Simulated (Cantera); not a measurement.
Input: 1 mol Si, 2.5 mol NF₃, 0.19 mol N₂, equilibrated at 0.0780 bar.

Cantera equilibrium calculation (NASA polynomials, part measured and part estimated; ideal gas, pure solids and liquids). Candidate condensed phases: Si, Si₃N₄; 16 gas species. The numbers say what is thermodynamically allowed, not how fast it happens.

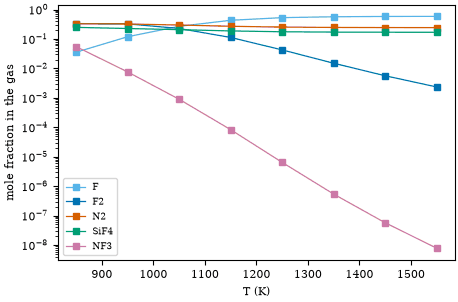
*Equilibrium gas composition (values under 1e-9 drawn at 1e-9)*

**Question.** Read off the mole fractions at 1350 K.

**Answer.** F about 0.57, N₂ about 0.25, SiF₄ about 0.17, F₂ about 0.015, NF₃ about 5.4e-7.
